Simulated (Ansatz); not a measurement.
The parent structure is KTaO3 in the cubic perovskite structure (space group Pm-3m, No. 221; a = 4.023 Å).

The change: hole doping at 5.0×10^21 cm⁻³ (0.326 per cell), with a uniform compensating background at fixed cell and a 300 K Fermi–Dirac width.

Computed with PBE (Ansatz, an electronic-structure program), no spin-orbit coupling, earlier PAW set.

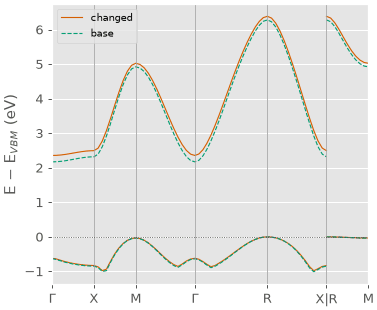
*Highest valence and lowest conduction band along the path, each from its own valence-band maximum*

The gap is 2.36 eV, indirect, R → Γ; the base has 2.17 eV.

Charged cell with a jellium background: band edges are those of the host's band count, energies are not comparable with the neutral cell, and many-body gap narrowing is missing. With Ta present, leaving out spin-orbit coupling can change the band edges. No phonon test of stability was made.
